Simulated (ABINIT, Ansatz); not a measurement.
# SrSiS3 (Pm-3m): zone-centre phonons, part 3 of 5

Aim: the zone-centre modes of SrSiS3 (Pm-3m).

ABINIT 10.8.3; DFT PBEsol, scalar-relativistic, plane waves, PseudoDojo norm-conserving pseudopotentials.

So far. Step 2 (Relaxing the cell and atoms): The volume changes by +0.7 % from the cell with which this run began. Step 4 (Zone-centre response): The acoustic modes at Γ come out as far as 5.7 cm⁻¹ from zero, where they should vanish, a small numerical error. The lowest optical mode is imaginary, 111i cm⁻¹, an instability at this level and on this k mesh. The relaxed cell has a = 4.624 Å (conventional setting).

The structure was built from a prototype and need not be the compound's stable phase.

## (5) Modes with the sum rule

anaddb reads the merged derivatives and imposes the acoustic sum rule.

anaddb.abi reads:

```
ddb_filepath "gamma_DDB"
output_file "anaddb.abo"
outdata_prefix "anaddb"
asr 1
chneut 1
enunit 2
eivec 1
nph1l 1
qph1l 0.0 0.0 0.0 1.0
```

mrgddb.in reads:

```
gamma_DDB
merged
2
dfpt_gammao_DDB
gso_DDB
```

Command:

```console
> mrgddb < mrgddb.in > mrgddb.log
> OMP_NUM_THREADS=1 anaddb anaddb.abi > anaddb.log
```

anaddb.abo, the main output file:

```text
-outvars_anaddb: echo values of input variables ----------------------

 Miscellaneous information :
      enunit         2
       eivec         1
         asr         1
 First list of wavevector (reduced coord.) :
       nph1l         1
       qph1l
                     0.00000000E+00  0.00000000E+00  0.00000000E+00    1.000E+00

================================================================================

 read the DDB information and perform some checks

  ==== Info on the Cryst% object ====
 Real(R)+Recip(G) space primitive vectors, cartesian coordinates (Bohr,Bohr^-1):
 R(1)=  8.7377053  0.0000000  0.0000000  G(1)=  0.1144465  0.0000000  0.0000000
 R(2)=  0.0000000  8.7377053  0.0000000  G(2)=  0.0000000  0.1144465  0.0000000
 R(3)=  0.0000000  0.0000000  8.7377053  G(3)=  0.0000000  0.0000000  0.1144465
 Unit cell volume ucvol=  6.6710190E+02 bohr^3
 Angles (23,13,12)=  9.00000000E+01  9.00000000E+01  9.00000000E+01 degrees
 Time-reversal symmetry is present
 Reduced atomic positions [iatom, xred, symbol]:
    1)    0.0000000  0.0000000  0.0000000  Sr
    2)    0.5000000  0.5000000  0.5000000  Si
    3)    0.5000000  0.5000000  0.0000000   S
    4)    0.5000000  0.0000000  0.5000000   S
    5)    0.0000000  0.5000000  0.5000000   S

 DDB file with 3 blocks has been read.

================================================================================

 Treat the first list of vectors

  Phonon wavevector (reduced coordinates) :  0.00000  0.00000  0.00000
 Phonon energies in Hartree :
  -5.066009E-04 -5.066009E-04 -5.066009E-04  0.000000E+00  0.000000E+00
   0.000000E+00  2.778754E-04  2.778754E-04  2.778754E-04  3.670482E-04
   3.670482E-04  3.670482E-04  1.337846E-03  1.337846E-03  1.337846E-03
 Phonon energies in meV     :
- -1.378531E+01 -1.378531E+01 -1.378531E+01  0.000000E+00  0.000000E+00
-  0.000000E+00  7.561374E+00  7.561374E+00  7.561374E+00  9.987891E+00
-  9.987891E+00  9.987891E+00  3.640463E+01  3.640463E+01  3.640463E+01
 Phonon frequencies in cm-1    :
- -1.111861E+02 -1.111861E+02 -1.111861E+02  0.000000E+00  0.000000E+00
-  0.000000E+00  6.098659E+01  6.098659E+01  6.098659E+01  8.055777E+01
-  8.055777E+01  8.055777E+01  2.936232E+02  2.936232E+02  2.936232E+02
 Phonon frequencies in Thz     :
- -3.333274E+00 -3.333274E+00 -3.333274E+00  0.000000E+00  0.000000E+00
-  0.000000E+00  1.828332E+00  1.828332E+00  1.828332E+00  2.415061E+00
-  2.415061E+00  2.415061E+00  8.802601E+00  8.802601E+00  8.802601E+00
 Phonon energies in Kelvin  :
- -1.599719E+02 -1.599719E+02 -1.599719E+02  0.000000E+00  0.000000E+00
-  0.000000E+00  8.774610E+01  8.774610E+01  8.774610E+01  1.159047E+02
-  1.159047E+02  1.159047E+02  4.224582E+02  4.224582E+02  4.224582E+02

 Eigendisplacements
 (will be given, for each mode : in cartesian coordinates
   for each atom the real part of the displacement vector,
   then the imaginary part of the displacement vector - absolute values smaller than 1.0d-7 are set to zero)
  Mode number    1   Energy   -5.066009E-04
 Attention : low frequency mode.
   (Could be unstable or acoustic mode)
-  1  0.00000000E+00  0.00000000E+00  6.62374862E-05
-     0.00000000E+00  0.00000000E+00  0.00000000E+00
-  2  0.00000000E+00  0.00000000E+00  3.51548424E-03
-     0.00000000E+00  0.00000000E+00  0.00000000E+00
-  3  0.00000000E+00  0.00000000E+00  2.62255770E-04
-     0.00000000E+00  0.00000000E+00  0.00000000E+00
-  4  0.00000000E+00  0.00000000E+00 -1.76104723E-03
-     0.00000000E+00  0.00000000E+00  0.00000000E+00
-  5  0.00000000E+00  0.00000000E+00 -1.76104723E-03
-     0.00000000E+00  0.00000000E+00  0.00000000E+00
  Mode number    2   Energy   -5.066009E-04
 Attention : low frequency mode.
   (Could be unstable or acoustic mode)
-  1  0.00000000E+00 -6.62374862E-05  0.00000000E+00
-     0.00000000E+00  0.00000000E+00  0.00000000E+00
-  2  0.00000000E+00 -3.51548424E-03  0.00000000E+00
-     0.00000000E+00  0.00000000E+00  0.00000000E+00
-  3  0.00000000E+00  1.76104723E-03  0.00000000E+00
-     0.00000000E+00  0.00000000E+00  0.00000000E+00
-  4  0.00000000E+00 -2.62255770E-04  0.00000000E+00
-     0.00000000E+00  0.00000000E+00  0.00000000E+00
-  5  0.00000000E+00  1.76104723E-03  0.00000000E+00
-     0.00000000E+00  0.00000000E+00  0.00000000E+00
  Mode number    3   Energy   -5.066009E-04
 Attention : low frequency mode.
   (Could be unstable or acoustic mode)
-  1  6.62374862E-05  0.00000000E+00  0.00000000E+00
-     0.00000000E+00  0.00000000E+00  0.00000000E+00
-  2  3.51548424E-03  0.00000000E+00  0.00000000E+00
-     0.00000000E+00  0.00000000E+00  0.00000000E+00
-  3 -1.76104723E-03  0.00000000E+00  0.00000000E+00
-     0.00000000E+00  0.00000000E+00  0.00000000E+00
-  4 -1.76104723E-03  0.00000000E+00  0.00000000E+00
-     0.00000000E+00  0.00000000E+00  0.00000000E+00
-  5  2.62255770E-04  0.00000000E+00  0.00000000E+00
-     0.00000000E+00  0.00000000E+00  0.00000000E+00
  Mode number    4   Energy    0.000000E+00
 Attention : low frequency mode.
   (Could be unstable or acoustic mode)
-  1  0.00000000E+00  0.00000000E+00  1.60892842E-03
-     0.00000000E+00  0.00000000E+00  0.00000000E+00
-  2  0.00000000E+00  0.00000000E+00  1.60893090E-03
-     0.00000000E+00  0.00000000E+00  0.00000000E+00
-  3  0.00000000E+00  0.00000000E+00  1.60902926E-03
-     0.00000000E+00  0.00000000E+00  0.00000000E+00
-  4  0.00000000E+00  0.00000000E+00  1.60905026E-03
-     0.00000000E+00  0.00000000E+00  0.00000000E+00
-  5  0.00000000E+00  0.00000000E+00  1.60905026E-03
-     0.00000000E+00  0.00000000E+00  0.00000000E+00
  Mode number    5   Energy    0.000000E+00
 Attention : low frequency mode.
   (Could be unstable or acoustic mode)
-  1  0.00000000E+00  1.60892842E-03  0.00000000E+00
-     0.00000000E+00  0.00000000E+00  0.00000000E+00
-  2  0.00000000E+00  1.60893090E-03  0.00000000E+00
-     0.00000000E+00  0.00000000E+00  0.00000000E+00
-  3  0.00000000E+00  1.60905026E-03  0.00000000E+00
-     0.00000000E+00  0.00000000E+00  0.00000000E+00
-  4  0.00000000E+00  1.60902926E-03  0.00000000E+00
-     0.00000000E+00  0.00000000E+00  0.00000000E+00
-  5  0.00000000E+00  1.60905026E-03  0.00000000E+00
-     0.00000000E+00  0.00000000E+00  0.00000000E+00
  Mode number    6   Energy    0.000000E+00
 Attention : low frequency mode.
   (Could be unstable or acoustic mode)
-  1  1.60892842E-03  0.00000000E+00  0.00000000E+00
-     0.00000000E+00  0.00000000E+00  0.00000000E+00
-  2  1.60893090E-03  0.00000000E+00  0.00000000E+00
-     0.00000000E+00  0.00000000E+00  0.00000000E+00
-  3  1.60905026E-03  0.00000000E+00  0.00000000E+00
-     0.00000000E+00  0.00000000E+00  0.00000000E+00
-  4  1.60905026E-03  0.00000000E+00  0.00000000E+00
-     0.00000000E+00  0.00000000E+00  0.00000000E+00
-  5  1.60902926E-03  0.00000000E+00  0.00000000E+00
-     0.00000000E+00  0.00000000E+00  0.00000000E+00
  Mode number    7   Energy    2.778754E-04
-  1  0.00000000E+00  0.00000000E+00  0.00000000E+00
-     0.00000000E+00  0.00000000E+00  0.00000000E+00
-  2  0.00000000E+00  0.00000000E+00  0.00000000E+00
-     0.00000000E+00  0.00000000E+00  0.00000000E+00
-  3  0.00000000E+00  0.00000000E+00  0.00000000E+00
-     0.00000000E+00  0.00000000E+00  0.00000000E+00
-  4  0.00000000E+00  0.00000000E+00  2.92470830E-03
-     0.00000000E+00  0.00000000E+00  0.00000000E+00
-  5  0.00000000E+00  0.00000000E+00 -2.92470830E-03
-     0.00000000E+00  0.00000000E+00  0.00000000E+00
  Mode number    8   Energy    2.778754E-04
-  1  0.00000000E+00  0.00000000E+00  0.00000000E+00
-     0.00000000E+00  0.00000000E+00  0.00000000E+00
-  2  0.00000000E+00  0.00000000E+00  0.00000000E+00
-     0.00000000E+00  0.00000000E+00  0.00000000E+00
-  3  0.00000000E+00  2.92470830E-03  0.00000000E+00
-     0.00000000E+00  0.00000000E+00  0.00000000E+00
-  4  0.00000000E+00  0.00000000E+00  0.00000000E+00
-     0.00000000E+00  0.00000000E+00  0.00000000E+00
-  5  0.00000000E+00 -2.92470830E-03  0.00000000E+00
-     0.00000000E+00  0.00000000E+00  0.00000000E+00
  Mode number    9   Energy    2.778754E-04
-  1  0.00000000E+00  0.00000000E+00  0.00000000E+00
-     0.00000000E+00  0.00000000E+00  0.00000000E+00
-  2  0.00000000E+00  0.00000000E+00  0.00000000E+00
-     0.00000000E+00  0.00000000E+00  0.00000000E+00
-  3  2.92470830E-03  0.00000000E+00  0.00000000E+00
-     0.00000000E+00  0.00000000E+00  0.00000000E+00
-  4 -2.92470830E-03  0.00000000E+00  0.00000000E+00
-     0.00000000E+00  0.00000000E+00  0.00000000E+00
-  5  0.00000000E+00  0.00000000E+00  0.00000000E+00
-     0.00000000E+00  0.00000000E+00  0.00000000E+00
  Mode number   10   Energy    3.670482E-04
-  1  0.00000000E+00  0.00000000E+00  1.91501755E-03
-     0.00000000E+00  0.00000000E+00  0.00000000E+00
-  2  0.00000000E+00  0.00000000E+00 -1.45379402E-03
-     0.00000000E+00  0.00000000E+00  0.00000000E+00
-  3  0.00000000E+00  0.00000000E+00 -1.40487975E-03
-     0.00000000E+00  0.00000000E+00  0.00000000E+00
-  4  0.00000000E+00  0.00000000E+00 -1.27713688E-03
-     0.00000000E+00  0.00000000E+00  0.00000000E+00
-  5  0.00000000E+00  0.00000000E+00 -1.27713688E-03
-     0.00000000E+00  0.00000000E+00  0.00000000E+00
  Mode number   11   Energy    3.670482E-04
-  1  0.00000000E+00 -1.91501755E-03  0.00000000E+00
-     0.00000000E+00  0.00000000E+00  0.00000000E+00
-  2  0.00000000E+00  1.45379402E-03  0.00000000E+00
-     0.00000000E+00  0.00000000E+00  0.00000000E+00
-  3  0.00000000E+00  1.27713688E-03  0.00000000E+00
-     0.00000000E+00  0.00000000E+00  0.00000000E+00
-  4  0.00000000E+00  1.40487975E-03  0.00000000E+00
-     0.00000000E+00  0.00000000E+00  0.00000000E+00
-  5  0.00000000E+00  1.27713688E-03  0.00000000E+00
-     0.00000000E+00  0.00000000E+00  0.00000000E+00
  Mode number   12   Energy    3.670482E-04
-  1  1.91501755E-03  0.00000000E+00  0.00000000E+00
-     0.00000000E+00  0.00000000E+00  0.00000000E+00
-  2 -1.45379402E-03  0.00000000E+00  0.00000000E+00
-     0.00000000E+00  0.00000000E+00  0.00000000E+00
-  3 -1.27713688E-03  0.00000000E+00  0.00000000E+00
-     0.00000000E+00  0.00000000E+00  0.00000000E+00
-  4 -1.27713688E-03  0.00000000E+00  0.00000000E+00
-     0.00000000E+00  0.00000000E+00  0.00000000E+00
-  5 -1.40487975E-03  0.00000000E+00  0.00000000E+00
-     0.00000000E+00  0.00000000E+00  0.00000000E+00
  Mode number   13   Energy    1.337846E-03
-  1  0.00000000E+00  0.00000000E+00  2.38337115E-05
-     0.00000000E+00  0.00000000E+00  0.00000000E+00
-  2  0.00000000E+00  0.00000000E+00 -1.57216114E-03
-     0.00000000E+00  0.00000000E+00  0.00000000E+00
-  3  0.00000000E+00  0.00000000E+00  3.53219434E-03
-     0.00000000E+00  0.00000000E+00  0.00000000E+00
-  4  0.00000000E+00  0.00000000E+00 -1.11018464E-03
-     0.00000000E+00  0.00000000E+00  0.00000000E+00
-  5  0.00000000E+00  0.00000000E+00 -1.11018464E-03
-     0.00000000E+00  0.00000000E+00  0.00000000E+00
  Mode number   14   Energy    1.337846E-03
-  1  0.00000000E+00 -2.38337115E-05  0.00000000E+00
-     0.00000000E+00  0.00000000E+00  0.00000000E+00
-  2  0.00000000E+00  1.57216114E-03  0.00000000E+00
-     0.00000000E+00  0.00000000E+00  0.00000000E+00
-  3  0.00000000E+00  1.11018464E-03  0.00000000E+00
-     0.00000000E+00  0.00000000E+00  0.00000000E+00
-  4  0.00000000E+00 -3.53219434E-03  0.00000000E+00
-     0.00000000E+00  0.00000000E+00  0.00000000E+00
-  5  0.00000000E+00  1.11018464E-03  0.00000000E+00
-     0.00000000E+00  0.00000000E+00  0.00000000E+00
  Mode number   15   Energy    1.337846E-03
-  1  2.38337115E-05  0.00000000E+00  0.00000000E+00
-     0.00000000E+00  0.00000000E+00  0.00000000E+00
-  2 -1.57216114E-03  0.00000000E+00  0.00000000E+00
-     0.00000000E+00  0.00000000E+00  0.00000000E+00
-  3 -1.11018464E-03  0.00000000E+00  0.00000000E+00
-     0.00000000E+00  0.00000000E+00  0.00000000E+00
-  4 -1.11018464E-03  0.00000000E+00  0.00000000E+00
-     0.00000000E+00  0.00000000E+00  0.00000000E+00
-  5  3.53219434E-03  0.00000000E+00  0.00000000E+00
-     0.00000000E+00  0.00000000E+00  0.00000000E+00

 Analysis of degeneracies and characters (maximum tolerance=1.00E-06 a.u.)
 For each vibration mode, or group of modes if degenerate,
 the characters are given for each symmetry operation (see the list in the log file).
 Symmetry characters of vibration mode #   1
       degenerate with vibration modes #   2 to    3
  3.0 -3.0 -1.0  1.0 -1.0  1.0 -1.0  1.0  1.0 -1.0 -1.0  1.0  1.0 -1.0 -1.0  1.0
 -0.0  0.0  0.0 -0.0 -0.0  0.0  0.0 -0.0  1.0 -1.0 -1.0  1.0 -1.0  1.0  1.0 -1.0
 -0.0  0.0 -0.0  0.0  0.0 -0.0  0.0 -0.0  1.0 -1.0  1.0 -1.0 -1.0  1.0 -1.0  1.0
 Symmetry characters of vibration mode #   4
       degenerate with vibration modes #   5 to    6
  3.0 -3.0 -1.0  1.0 -1.0  1.0 -1.0  1.0  1.0 -1.0 -1.0  1.0  1.0 -1.0 -1.0  1.0
 -0.0  0.0 -0.0  0.0  0.0 -0.0  0.0 -0.0  1.0 -1.0 -1.0  1.0 -1.0  1.0  1.0 -1.0
 -0.0  0.0  0.0 -0.0  0.0 -0.0 -0.0  0.0  1.0 -1.0  1.0 -1.0 -1.0  1.0 -1.0  1.0
 Symmetry characters of vibration mode #   7
       degenerate with vibration modes #   8 to    9
  3.0 -3.0 -1.0  1.0 -1.0  1.0 -1.0  1.0 -1.0  1.0  1.0 -1.0 -1.0  1.0  1.0 -1.0
 -0.0  0.0  0.0 -0.0 -0.0  0.0  0.0 -0.0 -1.0  1.0  1.0 -1.0  1.0 -1.0 -1.0  1.0
 -0.0  0.0 -0.0  0.0  0.0 -0.0  0.0 -0.0 -1.0  1.0 -1.0  1.0  1.0 -1.0  1.0 -1.0
 Symmetry characters of vibration mode #  10
       degenerate with vibration modes #  11 to   12
  3.0 -3.0 -1.0  1.0 -1.0  1.0 -1.0  1.0  1.0 -1.0 -1.0  1.0  1.0 -1.0 -1.0  1.0
 -0.0  0.0 -0.0  0.0  0.0 -0.0  0.0 -0.0  1.0 -1.0 -1.0  1.0 -1.0  1.0  1.0 -1.0
 -0.0  0.0  0.0 -0.0  0.0 -0.0 -0.0  0.0  1.0 -1.0  1.0 -1.0 -1.0  1.0 -1.0  1.0
 Symmetry characters of vibration mode #  13
       degenerate with vibration modes #  14 to   15
  3.0 -3.0 -1.0  1.0 -1.0  1.0 -1.0  1.0  1.0 -1.0 -1.0  1.0  1.0 -1.0 -1.0  1.0
  0.0 -0.0 -0.0  0.0  0.0 -0.0 -0.0  0.0  1.0 -1.0 -1.0  1.0 -1.0  1.0  1.0 -1.0
  0.0 -0.0  0.0 -0.0 -0.0  0.0 -0.0  0.0  1.0 -1.0  1.0 -1.0 -1.0  1.0 -1.0  1.0
-
```

Run time: 0.67 s. Hardware: 1 thread of Intel Xeon 6975P-C (Granite Rapids), shared host.

Read from the output:

* highest optical zone-centre mode (no LO-TO term): 293.6 cm⁻¹
* lowest optical zone-centre mode: -111.2 cm⁻¹

No LO-TO term; unit eigenvectors of the mass-weighted matrix, from anaddb's displacements. Modes at Γ, with each element's share of the kinetic energy (negative means imaginary):

```tsv
mode	frequency (cm⁻¹)	symmetry	Sr %	Si %	S %
1	-111.2	T1u	0	63	37
2	-111.2	T1u	0	63	37
3	-111.2	T1u	0	63	37
4	0.0	acoustic	41	13	45
5	0.0	acoustic	41	13	45
6	0.0	acoustic	41	13	45
7	61.0	T2u	0	0	100
8	61.0	T2u	0	0	100
9	61.0	T2u	0	0	100
10	80.6	T1u	59	11	31
11	80.6	T1u	59	11	31
12	80.6	T1u	59	11	31
13	293.6	T1u	0	13	87
14	293.6	T1u	0	13	87
15	293.6	T1u	0	13	87
```

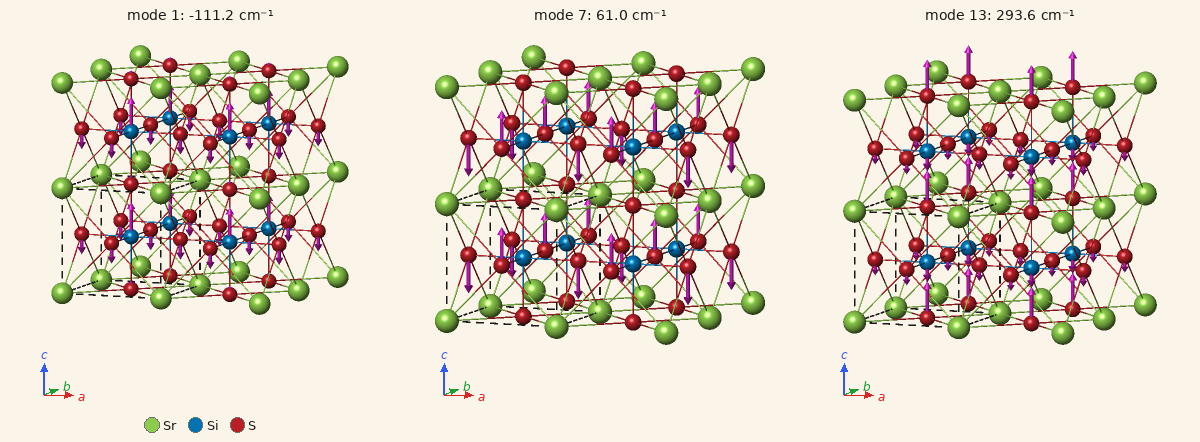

Displacement patterns of modes 1, 7 and 13 at Γ; arrows are exaggerated. 2×2×2 cells are drawn. Some periodic images of atoms are drawn too.

The rule also moves an optical mode by 1.3 cm⁻¹.

[end of part 3 of 5]

[Host names and launcher messages were left out of these logs when they were recorded.]

[Logs are printed without paths, hosts, clocks, repeated set-up lines and the standing remarks that a program may print on its own settings, such as how far it seeks lower states.]

[Hosts, paths, dates, database ids (printed as entryN), source tags and the programs' standing remarks are cut or masked in the printed files.]
